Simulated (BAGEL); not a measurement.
# One shape, several levels: CrH2S2 (Cr(SH)2)

Wanted: a comparison of 5 runs (UHF/STO-3G, UHF/3-21G, ROHF/6-31G*, ROHF/def2-SVP, UHF/def2-SVP) of CrH2S2 (Cr(SH)2). 

The calculation is run with BAGEL 1.2.2.

11 further runs of the same task are left out: 11 that didn't finish. Runs told in other sessions of the task aren't counted.

### 1 Starting point

The species is CrH2S2 (5 atoms), meant as a quintet with charge 0. As SMILES, `[SH][Cr][SH]`. Geometry: a GFN2-xTB relaxation, a rough one for these elements and not checked as a minimum. This is one conformer, not always the lowest.

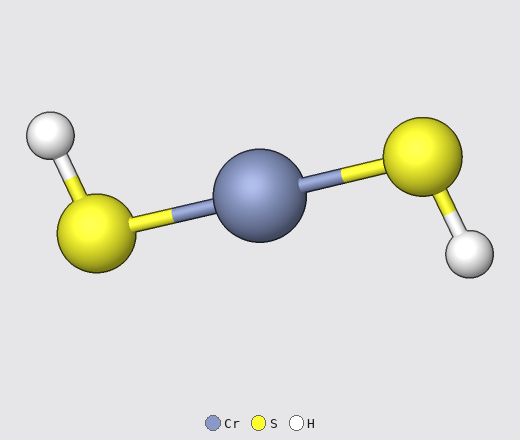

The structure, seen from a chosen angle (chromium light blue, sulfur yellow, hydrogen white).

### 2 A single-point energy at UHF/STO-3G (density fitting with qzvpp-jkfit) (run 1)

job.json

```json
{ "bagel" : [

{
  "title" : "molecule",
  "basis" : "sto-3g",
  "df_basis" : "qzvpp-jkfit",
  "angstrom" : "true",
  "geometry" : [
    { "atom" : "Cr", "xyz" : [       0.006020,       0.001780,      -0.001780 ] },
    { "atom" : "S", "xyz" : [      -0.041000,       0.044080,       2.216860 ] },
    { "atom" : "H", "xyz" : [       1.185730,       0.517770,       2.450550 ] },
    { "atom" : "S", "xyz" : [       0.038690,      -0.044670,      -2.220490 ] },
    { "atom" : "H", "xyz" : [      -1.189440,      -0.518950,      -2.445140 ] }
  ]
},

{ "title" : "uhf", "nopen" : 4 },

{ "title" : "print", "file" : "orbitals.molden", "orbitals" : "true" }

]}
```

Started as:

```sh
$ BAGEL_NUM_THREADS=1 BAGEL job.json > job.out
```

The program printed:

```text
* using 1 threads per process

  ===============================================================
  ===============================================================

  *** Geometry ***

  { "atom" : "Cr", "xyz" : [      0.011376,      0.003364,     -0.003364 ] },
  { "atom" : "S", "xyz" : [     -0.077479,      0.083299,      4.189258 ] },
  { "atom" : "H", "xyz" : [      2.240705,      0.978443,      4.630868 ] },
  { "atom" : "S", "xyz" : [      0.073114,     -0.084414,     -4.196118 ] },
  { "atom" : "H", "xyz" : [     -2.247716,     -0.980673,     -4.620645 ] },

  Number of auxiliary basis functions:      556

  Since a DF basis is specified, we compute 2- and 3-index integrals:
    o Being stored without compression. Storage requirement is 0.006 GB

  Number of basis functions:       38
  Number of electrons      :       58

    * METHOD: MOLECULE                             0.24

  *** Open-shell HF ***

  === Nuclear Repulsion ===
   239.0723264073

      * DIIS with orbital gradients will be used.

  === UHF iteration (sto-3g) ===
      0      -1819.26923046          0.04764379           0.09
      1      -1818.06376937          0.13673215           0.09
      2      -1815.74390395          0.12287414           0.09
      3      -1818.63979882          0.11066030           0.09
      4      -1819.42795752          0.06214527           0.09
      5      -1819.74424102          0.02124433           0.09
      6      -1819.86602817          0.00635656           0.09
      7      -1819.89468901          0.00817630           0.09
      8      -1819.92407111          0.00868889           0.09
      9      -1819.97169565          0.00217681           0.09
[... 17 lines of this table left out ...]
     27      -1819.97550530          0.00000003           0.09
     28      -1819.97550530          0.00000002           0.09
     29      -1819.97550530          0.00000002           0.09
     30      -1819.97550530          0.00000001           0.09
    * SCF iteration converged.

    * S^2 (UHF) is 6.0165

    * Permanent dipole moment:
           (   -0.008699,    -0.002440,    -0.002142) a.u.

    * METHOD: UHF                                  2.88

    * METHOD: PRINT                                0.00

  ===============================================================
```

It took 3.3 s on 1 thread of Arm Neoverse V1, shared host; peak memory 0.085 GiB.

### 3 The energy at UHF/3-21G (density fitting with qzvpp-jkfit) (run 2)

input.json

```json
{ "bagel": [

{
  "title": "molecule",
  "basis": "3-21g.json",
  "df_basis": "qzvpp-jkfit",
  "angstrom": "true",
  "geometry": [
    { "atom": "Cr", "xyz": [    0.006020,    0.001780,   -0.001780 ] },
    { "atom": "S", "xyz": [   -0.041000,    0.044080,    2.216860 ] },
    { "atom": "H", "xyz": [    1.185730,    0.517770,    2.450550 ] },
    { "atom": "S", "xyz": [    0.038690,   -0.044670,   -2.220490 ] },
    { "atom": "H", "xyz": [   -1.189440,   -0.518950,   -2.445140 ] }
  ]
},
{
  "title": "uhf",
  "nopen": 4
},
{
  "title": "print",
  "file": "orbitals.molden",
  "orbitals": "true"
}

]}
```

The basis set 3-21G is read from a file made from the Basis Set Exchange's data (not shown).

Started as:

```sh
$ BAGEL_NUM_THREADS=1 BAGEL input.json > input.out
```

The program printed:

```text
* using 1 threads per process

  ===============================================================
  ===============================================================

  *** Geometry ***

  { "atom" : "Cr", "xyz" : [      0.011376,      0.003364,     -0.003364 ] },
  { "atom" : "S", "xyz" : [     -0.077479,      0.083299,      4.189258 ] },
  { "atom" : "H", "xyz" : [      2.240705,      0.978443,      4.630868 ] },
  { "atom" : "S", "xyz" : [      0.073114,     -0.084414,     -4.196118 ] },
  { "atom" : "H", "xyz" : [     -2.247716,     -0.980673,     -4.620645 ] },

  Number of auxiliary basis functions:      556

  Since a DF basis is specified, we compute 2- and 3-index integrals:
    o Being stored without compression. Storage requirement is 0.014 GB

  Number of basis functions:       57
  Number of electrons      :       58

    * METHOD: MOLECULE                             0.25

  *** Open-shell HF ***

  === Nuclear Repulsion ===
   239.0723264073

      * DIIS with orbital gradients will be used.

  === UHF iteration (3-21g.json) ===
      0      -1830.39863553          0.02415054           0.14
      1      -1830.51111953          0.01584692           0.14
      2      -1830.54326056          0.00559413           0.14
      3      -1830.55098853          0.00208055           0.14
      4      -1830.55315906          0.00056961           0.14
      5      -1830.55335763          0.00013117           0.14
      6      -1830.55336767          0.00003474           0.14
      7      -1830.55336876          0.00001356           0.14
      8      -1830.55336904          0.00000967           0.14
      9      -1830.55336914          0.00000888           0.14
     10      -1830.55336923          0.00000849           0.14
     11      -1830.55336958          0.00000652           0.14
     12      -1830.55336995          0.00000323           0.14
     13      -1830.55337005          0.00000171           0.14
     14      -1830.55337008          0.00000072           0.14
     15      -1830.55337008          0.00000024           0.14
     16      -1830.55337008          0.00000008           0.14
     17      -1830.55337008          0.00000003           0.14
     18      -1830.55337008          0.00000001           0.14
     19      -1830.55337008          0.00000001           0.14
    * SCF iteration converged.

    * S^2 (UHF) is 6.0291

    * Permanent dipole moment:
           (   -0.014704,    -0.004234,    -0.004212) a.u.

    * METHOD: UHF                                  2.93

    * METHOD: PRINT                                0.01

  ===============================================================
```

Wall time 3.3 s (1 thread of Arm Neoverse V1, shared host); peak memory 0.1 GiB.

Runs 3 to 4 aren't shown in full; the table further down has their settings and results.

### 4 The energy at UHF/def2-SVP (density fitting with qzvpp-jkfit) (run 5)

input.json

```json
{ "bagel": [

{
  "title": "molecule",
  "basis": "svp",
  "df_basis": "qzvpp-jkfit",
  "angstrom": true,
  "geometry": [
    { "atom": "Cr", "xyz": [       0.006020,       0.001780,      -0.001780 ] },
    { "atom": "S", "xyz": [      -0.041000,       0.044080,       2.216860 ] },
    { "atom": "H", "xyz": [       1.185730,       0.517770,       2.450550 ] },
    { "atom": "S", "xyz": [       0.038690,      -0.044670,      -2.220490 ] },
    { "atom": "H", "xyz": [      -1.189440,      -0.518950,      -2.445140 ] }
  ]
},

{
  "title": "uhf",
  "nopen": 4
},

{
  "title": "print",
  "file": "orbitals.molden",
  "orbitals": true
}

]}
```

Started as:

```sh
$ BAGEL_NUM_THREADS=1 BAGEL input.json > input.out
```

The program printed:

```text
* using 1 threads per process

  ===============================================================
  ===============================================================

  *** Geometry ***

  { "atom" : "Cr", "xyz" : [      0.011376,      0.003364,     -0.003364 ] },
  { "atom" : "S", "xyz" : [     -0.077479,      0.083299,      4.189258 ] },
  { "atom" : "H", "xyz" : [      2.240705,      0.978443,      4.630868 ] },
  { "atom" : "S", "xyz" : [      0.073114,     -0.084414,     -4.196118 ] },
  { "atom" : "H", "xyz" : [     -2.247716,     -0.980673,     -4.620645 ] },

  Number of auxiliary basis functions:      556

  Since a DF basis is specified, we compute 2- and 3-index integrals:
    o Being stored without compression. Storage requirement is 0.026 GB

  Number of basis functions:       77
  Number of electrons      :       58

    * METHOD: MOLECULE                             0.30

  *** Open-shell HF ***

  === Nuclear Repulsion ===
   239.0723264073

      * DIIS with orbital gradients will be used.

  === UHF iteration (svp) ===
      0      -1839.11050632          0.01457653           0.19
      1      -1839.20627225          0.00608735           0.19
      2      -1839.22390744          0.00258343           0.19
      3      -1839.22821001          0.00143095           0.19
      4      -1839.22947236          0.00033252           0.19
      5      -1839.22959287          0.00012916           0.19
      6      -1839.22961286          0.00002611           0.20
      7      -1839.22961385          0.00000783           0.19
      8      -1839.22961400          0.00000301           0.19
      9      -1839.22961404          0.00000191           0.19
     10      -1839.22961405          0.00000160           0.19
     11      -1839.22961406          0.00000143           0.18
     12      -1839.22961408          0.00000113           0.19
     13      -1839.22961409          0.00000072           0.19
     14      -1839.22961409          0.00000034           0.19
     15      -1839.22961410          0.00000019           0.19
     16      -1839.22961410          0.00000010           0.19
     17      -1839.22961410          0.00000005           0.19
     18      -1839.22961410          0.00000003           0.19
     19      -1839.22961410          0.00000002           0.19
     20      -1839.22961410          0.00000001           0.19
     21      -1839.22961410          0.00000001           0.20
     22      -1839.22961410          0.00000001           0.19
    * SCF iteration converged.

    * S^2 (UHF) is 6.0433

    * Permanent dipole moment:
           (   -0.011355,    -0.003192,    -0.002624) a.u.

    * METHOD: UHF                                  4.64

    * METHOD: PRINT                                0.01

  ===============================================================
```

Run time: 5.1 s. Hardware: 1 thread of Arm Neoverse V1, shared host; peak memory 0.13 GiB.

### 5 All runs side by side

| run | level | energy (Eh) | dipole moment (D) | ⟨S²⟩ | wall time |
| --- | --- | --- | --- | --- | --- |
| 1 | UHF/STO-3G (density fitting with qzvpp-jkfit) | -1819.975505 | 0.02 | 6.016 | 3.3 s |
| 2 | UHF/3-21G (density fitting with qzvpp-jkfit) | -1830.553370 | 0.04 | 6.029 | 3.3 s |
| 3 | ROHF/6-31G* (density fitting with qzvpp-jkfit, spherical functions) | -1839.466602 | 0.03 | 6.000 | 4.5 s |
| 4 | ROHF/def2-SVP (density fitting with qzvpp-jkfit) | -1839.222571 | 0.03 | 6.000 | 4.5 s |
| 5 | UHF/def2-SVP (density fitting with qzvpp-jkfit) | -1839.229614 | 0.03 | 6.043 | 5.1 s |

### 6 What came out

| quantity | value |
| --- | --- |
| run 5: total energy | -1839.22961 Eh |
| run 5: dipole moment | 0.03 D |
| run 5: ⟨S²⟩ | 6.043 |

**Reading.** In run 1 the basis is minimal, so the values are rough. All runs together took 21 s, the longest 5.1 s.
